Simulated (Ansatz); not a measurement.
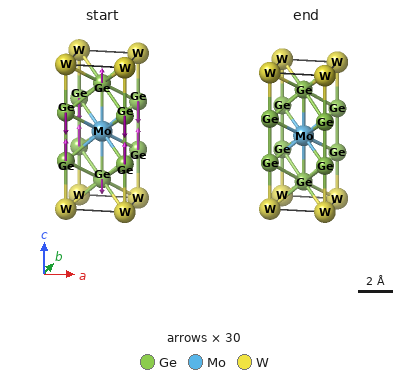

The structure of a crystal of Ge$_{4}$MoW (a generated structure, set up in P4/mmm) (coarse preliminary run) before (left) and after (right) a relaxation, at one scale. The purple arrows give the displacements (the part carried along by the change of the cell is left out), magnified 30 times.

A ball-and-stick model of the cell of the calculation, seen slightly off an axis.

Method: DFT PBE, scalar-relativistic, plane waves, PAW (Ansatz 0.2.0). Set-up: plane-wave cutoff 420 eV; k-point mesh 6 × 6 × 2; occupations gaussian; smearing width 0.1 eV; no spin polarisation; cell and atoms relaxed; force threshold 0.04 eV/Å; at most 70 steps.

> What changed between the two?

The largest moves relative to the cell, 0.045 Å, are those of Ge atoms. Mo and W stay in place. Cell: a = b 3.572 → 3.336 Å (−6.6 %), c 8.814 → 8.315 Å (−5.7 %). Volume −17.7 %. Near-neighbour distances that change, for instance: Ge–Ge 2.939 → 2.682 Å, Ge–Ge 2.939 → 2.710 Å, Ge–Mo 2.922 → 2.713 Å, Ge–W 2.922 → 2.721 Å. The space group stays P4/mmm (No. 123). After 4 accepted moves (5 points after the start) the energy has fallen by 276 meV per atom. The largest force component goes from 0.77 to 0.0062 eV/Å. Pressure: −20.87 GPa at the start and −0.05 GPa at the end. The SCF was repeated once at an unchanged geometry on a basis and grid sized afresh for the cell, which shifted the energy by 0.8 meV per atom at most. Cost: 77 s on 1 thread of Intel(R) Xeon(R) Processor @ 2.70GHz, on a shared host, peak memory 0.47 GiB.
